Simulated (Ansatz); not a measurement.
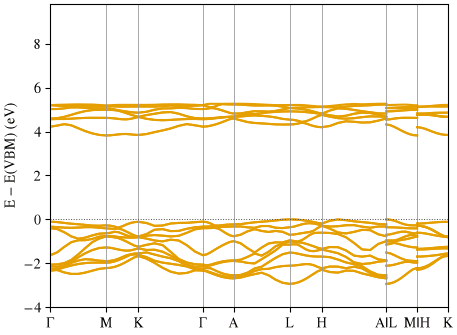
Figure. Band structure from plane-wave PAW PBE with spin–orbit coupling (Ansatz code)

**Question.** Read off the gap and where the band edges lie.

**Answer.** About 3.8 eV (3.82 eV by a search for the band edges); maximum at L, minimum at M.

The material is La$_{2}$O$_{3}$ (La2O3 or Ni2Al3 type, P-3m1).

The PBE relaxation kept the symmetry of its start.

Potentials: the earlier of the program's two PAW sets.
